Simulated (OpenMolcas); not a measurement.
How basis sets differ on InNH4 (SMILES [NH2][InH2])

InNH4 has 6 atoms, charge 0, and is taken as a singlet. SMILES: `[NH2][InH2]`. The shape is that of a PBE0-D4/def2-TZVP optimisation.

Quantity: the HOMO–LUMO gap, in eV. The values are calculated.

```csv
level,kind,program,value (eV),CPU time
HF/ANO-RCC-MB (DKH2),Hartree–Fock,OpenMolcas,12.05,3.3 s
HF/STO-3G,Hartree–Fock,OpenMolcas,13.79,2 s
HF/3-21G,Hartree–Fock,OpenMolcas,11.43,2.2 s
HF/def2-SVP (core potential),Hartree–Fock,OpenMolcas,11.60,3.3 s
"HF/ANO-RCC-VDZP (DKH2, RICD fitting)",Hartree–Fock,OpenMolcas,11.66,32 s
```

All-electron rows without a relativistic Hamiltonian named are non-relativistic, while core potentials hold scalar relativity, so basis and relativity change together. The values span 11.43 to 13.79 eV. A Hartree–Fock LUMO above zero doesn't converge with the basis: it sinks as sets grow more diffuse. Orbital gaps aren't excitation energies. CPU times are rough (shared hosts, several kinds of processor): they show what a rung costs within a factor of a few.

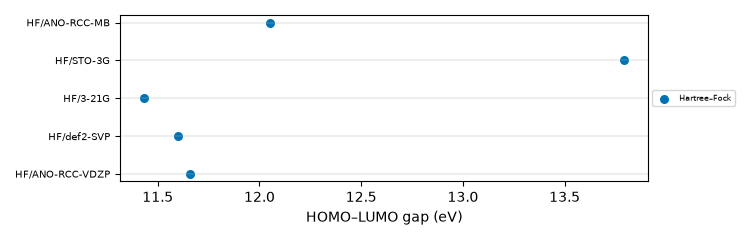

The values of the table, level by level.
